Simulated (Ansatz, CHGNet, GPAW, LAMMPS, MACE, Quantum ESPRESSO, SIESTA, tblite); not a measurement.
# GPAW runs on glassy 61Al2O3-39P2O5 (mol %) (104 atoms), part 2 of 2

Wanted: GPAW inputs and outputs for glassy 61Al2O3-39P2O5 (mol %) (104 atoms), checked against a plane-wave reference.

Program: GPAW 26.7.0; the method stands at each step. Banners, paths, timers and routine set-up lines are dropped from the logs unmarked, and long logs keep their key lines alone; longer cuts are marked.

So far. Step 3 (PBE, LCAO szp(dzp), h 0.18 Å): Against the first run (33 %), the force difference from the reference is 46 %, at 0.67 times the CPU time (on 1 against 2 cores), with 936 basis functions against 1352: the smaller basis costs accuracy. Step 4 (LDA, LCAO dzp, h 0.18 Å): Against the first run (33 %), the force difference from the reference is 21 %, at 0.98 times the CPU time; another functional landing nearer a PBE reference means that errors partly cancel.

**5. PBE, LCAO dzp, h 0.25 Å**

Method: Kohn-Sham DFT, PBE, PAW, atomic orbitals (dzp).

Input file run.py:

```python
import numpy as np
from ase.io import read
from gpaw import GPAW, FermiDirac

atoms = read("structure.xyz")
atoms.calc = GPAW(
    mode="lcao",
    basis="dzp",
    h=0.25,
    xc="PBE",
    kpts={"size": (1, 1, 1), "gamma": True},
    occupations=FermiDirac(0.05),
    maxiter=200,
    symmetry={"point_group": False},
    txt="gpaw.txt",
)
energy = atoms.get_potential_energy(force_consistent=True)
forces = atoms.get_forces()
print(f"energy {energy:.6f} eV")
print("forces (eV/A)")
for i, (a, f) in enumerate(zip(atoms, forces)):
    print(f"{i:4d} {a.symbol:2s} {f[0]:10.5f} {f[1]:10.5f} {f[2]:10.5f}")
print(f"Fermi level {atoms.calc.get_fermi_level():.4f} eV")
for k in range(len(atoms.calc.get_ibz_k_points())):
    for s in range(atoms.calc.get_number_of_spins()):
        e = atoms.calc.get_eigenvalues(kpt=k, spin=s)
        n = np.searchsorted(e, atoms.calc.get_fermi_level())
        print(f"k {k} spin {s} levels about the Fermi level:", np.round(e[max(n - 6, 0):n], 4).tolist(), "|", np.round(e[n:n + 6], 4).tolist())
```

Input file structure.xyz:

```xyz
104
Lattice="10.92802 0.00000 0.00000 0.00000 10.92802 0.00000 0.00000 0.00000 10.92802" Properties=species:S:1:pos:R:3 pbc="T T T"
[... 104 atom lines left out: the same atoms as in the first run ...]
```

Started as:

```console
> OMP_NUM_THREADS=1 python run.py > output.txt
```

The log of the run:

```text
energy -656.117629 eV
forces (eV/A)
   0 Al    0.16918    0.00547   -1.16861
   1 Al    2.74577    0.04576    4.18702
   2 Al    2.17471    0.09722   -1.67827
   3 Al    1.13951   -0.75004    1.14309
   4 Al   -0.32361    0.35547    0.10036
   5 Al   -0.05431    1.35611   -0.34790
   6 Al   -1.39678    0.96246    1.35628
   7 Al    0.30970    0.97681   -1.31048
   8 Al   -0.06557   -1.79855    0.07982
   9 Al   -0.41526    1.35193   -0.37278
  10 Al   -0.83635    0.09232   -1.55334
  11 Al   -0.97167    0.87453    0.59047
  12 Al   -0.33487    0.60704   -0.45285
  13 Al   -1.59309   -0.72975    0.81203
  14 Al   -0.39453    0.43169    1.32308
  15 Al    0.47806    0.40850   -0.13618
  16 Al   -2.66958    1.88146    2.06472
  17 Al    0.37167    1.64878   -0.73705
  18 Al   -1.28174   -0.92205    0.47023
  19 Al   -1.29969    0.47112    0.48619
  20 Al   -0.40114   -1.12343   -2.08882
  21 Al   -0.69897    0.40154   -2.67864
  22 P    -2.41203   -0.55980    0.42239
  23 P     0.52564    0.30897    0.14767
[...]
96 O     0.80532   -2.14294   -1.47482
  97 O    -0.34852   -0.75418    0.59557
  98 O    -1.78344    0.31146    1.03193
  99 O     1.06064   -1.92028    1.46470
 100 O     4.06827    1.66538   -2.60155
 101 O    -0.74097   -2.47000   -4.64232
 102 O     0.20411    1.72785    1.73233
 103 O     1.49887    1.74658    0.85824
Fermi level 4.9112 eV
k 0 spin 0 levels about the Fermi level: [2.935, 3.0021, 3.0302, 3.1278, 3.2046, 3.3704] | [6.554, 7.7386, 7.8369, 8.0838, 8.1854, 8.3997]
```

gpaw.txt:

```text
Input parameters:
  mode=LCAO(),
  basis={'default': 'dzp'},
  h=0.25,
  kpts=MonkhorstPack(size=(1, 1, 1), gamma=True),
  maxiter=200,
  occupations=Occupations(name='fermi-dirac', width=0.05, fixmagmom=False),
  symmetry=Symmetry(point_group=False),
  xc=XC(name='PBE')
Unit cell  # Å
| periodic |         x |         y |         z |   lengths |    angles |
[... lines left out ...]
  Fermi-Dirac:
[... lines left out ...]
convergence criteria:
- Maximum [total energy] change in last 3 cyles: 0.0005 eV / valence electron
[... lines left out ...]
Converged in 9 steps
[... lines left out ...]
  Free energy:    -656.117629
  Extrapolated:   -656.117629
dipole moment: (-56.402492, -76.339258, 107.746410)  # |e|*Ang
Fermi level: 4.911
Eigenvalues  # (at kpt = [0.000, 0.000, 0.000])
| band index |      eig [eV] | occ [0-2] |
|------------|---------------|-----------|
|          0 |       -20.409 |     2.000 |
|        ... |               |           |
|        264 |         2.672 |     2.000 |
|        265 |         2.828 |     2.000 |
[...]
|        279 |         8.506 |     0.000 |
|        ... |               |           |
|        330 |        11.752 |     0.000 |
Gap: 3.184 eV
Transition (v -> c):
  (s=0, k=0, n=271, [0.00, 0.00, 0.00]) -> (s=0, k=0, n=272, [0.00, 0.00, 0.00])
No difference between direct/indirect transitions
Force computation time: 15.021  # s
timing:  # [seconds]
  Total:  82.536  # ━━━━━━━━━━━━━━━━━━━━━━━━━━━━━━━━━━━━━━━━━━━━━━━━━━━━━━━━━
  Init:    7.194  # ━━━━━
  SCF:    60.292  # ━━━━━━━━━━━━━━━━━━━━━━━━━━━━━━━━━━━━━━━━━╸
  Forces: 15.021  # ━━━━━━━━━━╸
```

Run time: 84 s. Hardware: 1 thread of Arm Neoverse V2, shared host; peak memory 0.82 GiB.

Against the reference:

```
r.m.s. force component                           : 1.402 eV/Å
r.m.s. difference of force components            : 535 meV/Å
longest difference of force vectors              : 1922 meV/Å
force difference over r.m.s. force               : 46.1 %
slope of forces against the reference's          : 1.124
correlation of force components                  : 0.93
gap (highest filled to lowest empty level) : 3.184 eV
gap difference                                   : -0.1652 eV
energy less the same-level run's                 : 350.7 meV/atom
r.m.s. force difference from the same-level run  : 406.7 meV/Å
```

This is a coarse setting, run to see what it loses.

Against the first run (33 %), the force difference from the reference is 46 %, at 0.46 times the CPU time (on 1 against 2 cores): the grid matters here.

The difference per atom is largest on O (1.1 eV/Å on average, against 0.26 on Al). The forces add up to 1.2 eV/Å instead of zero, usually a sign of too coarse a grid.

**6. All runs compared**

Differences are against the plane-wave reference, forces as r.m.s. over components; share is that over the reference's r.m.s. force, slope the least-squares factor from reference forces to these. Total energies of different programs have different zeros and aren't compared.

```csv
run,"Δ force, r.m.s. (meV/Å)",share (%),slope,Δ gap (eV),cores,CPU time,memory (GiB)
reference,-,-,-,-,4,18 min,4.3
"GPAW PBE, LCAO dzp, h 0.18 Å",388,33.4,1.153,-0.156,2,3 min,2.0
"GPAW PBE, LCAO szp(dzp), h 0.18 Å (coarse)",537,46.3,1.216,-0.251,1,2 min,1.6
"GPAW LDA, LCAO dzp, h 0.18 Å",247,21.3,1.084,-0.238,2,2.9 min,2.0
"GPAW PBE, LCAO dzp, h 0.25 Å (coarse)",535,46.1,1.124,-0.165,1,84 s,0.82
```

Rows marked coarse were listed beforehand as settings not expected to be converged; some can still land near the reference.

CPU time is summed over cores on a shared host, where runs went side by side, so it is rough. Symmetry, cutoffs, thresholds, outputs and thread counts weren't matched or tuned between programs; memory under MPI is the largest rank's times the ranks.

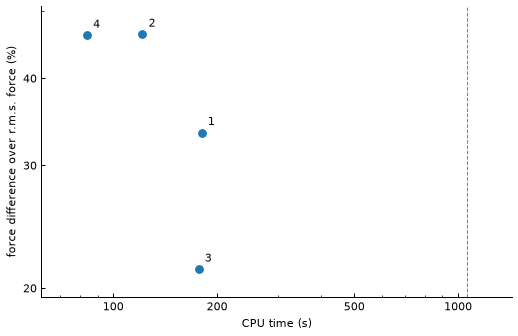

Force difference against CPU time; the dashed line marks the reference's time. Points: 1 GPAW PBE, LCAO dzp, h 0.18 Å; 2 GPAW PBE, LCAO szp(dzp), h 0.18 Å; 3 GPAW LDA, LCAO dzp, h 0.18 Å; 4 GPAW PBE, LCAO dzp, h 0.25 Å.

Within one program, basis, potentials and functional, energies share a zero. Each run against its twin at the usual cutoff or grid and solver:

```csv
run,twin,Δ energy (meV/atom),"Δ force, r.m.s. (meV/Å)",CPU time over the twin's
"GPAW PBE, LCAO dzp, h 0.25 Å","LCAO dzp, h 0.18 Å",351,407,0.47 (this twin ran on 2 cores)
```

**7. Outcome**

```
nearest in forces : GPAW LDA, LCAO dzp, h 0.18 Å, 21 %
its CPU time      : 2.9 min
```

What this shows: The PBE run in local orbitals, coarse settings apart, differs by 33 % (GPAW PBE, LCAO dzp, h 0.18 Å); basis, grid and potentials can all enter. Rows with another functional or a dispersion term differ by 21 % (GPAW LDA, LCAO dzp, h 0.18 Å), which mixes the change of model with differences of basis and potentials. Runs with settings chosen to be coarse differ by 46 % in each run, their programs' other errors included. Of the electronic-structure runs that take under half the reference's CPU time, GPAW LDA, LCAO dzp, h 0.18 Å comes nearest, at 21 % in 2.9 min against 18 min. GPAW PBE, LCAO dzp, h 0.18 Å stiffens the forces by a factor of 1.15 while following their directions (correlation 0.968); the slopes of the 4 GPAW runs lie between 1.08 and 1.22; the difference isn't even, but is largest on one element. At the same functional, gaps differ from the reference's 3.35 eV by between -0.25 and -0.16 eV. In our tests on small cells the SSSP efficiency potentials stood apart from two norm-conserving sets, for C–F bonds most and for P–O bonds less, so differences between them and other runs here needn't be the other run's error. The quench rate of 50 K/ps is many orders above laboratory rates, so the cell is likely richer in defects and strain than a real sample. The network of bonds at the start is that of the classical potential that made the cell, and needn't be the one that DFT or experiment would give. The reference's stress is far from hydrostatic: its diagonal is 2.4, 8.5, 5.6 GPa, compression counted positive. The electronic-structure runs sample only Γ, in a cell whose shortest periodic width is 11 Å.

[Also dropped from logs without a mark: logging warnings of Python, and SIESTA's first energy breakdown and zero terms.]

[Logs are printed without paths, hosts, clocks, repeated set-up lines and the standing remarks that a program may print on its own settings, such as how far it seeks lower states.]

[Hosts, paths, dates, database ids (printed as entryN), source tags and the programs' standing remarks are cut or masked in the printed files.]
